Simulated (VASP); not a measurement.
Band structure of Ga2AsP (space group R3m). Calculation: modified Becke-Johnson potential (mBJ), VASP's PBE PAW potentials (set 64) (plane waves; VASP).

mBJ is a potential without an energy functional, so only the levels count.

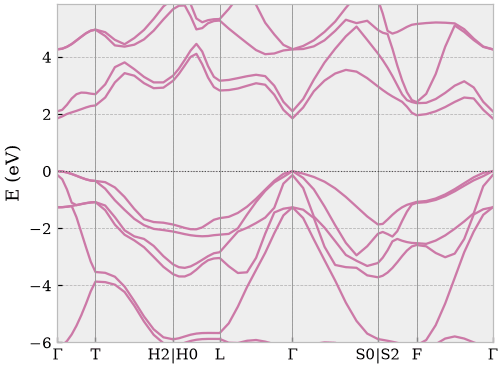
Figure. Bands along high-symmetry lines, zero at the valence-band maximum or, without a gap, the Fermi level

**Question.** Read the plot: is there a gap, and where are the band edges?

**Answer.** The gap is direct, 1.85 eV, from the valence maximum at Γ to the conduction minimum at Γ.

The structure comes from a computed database's Ga2AsP entry (R3m); how it stands against other phases isn't given here. It was relaxed first. The cell's shape comes from a PBE relaxation.
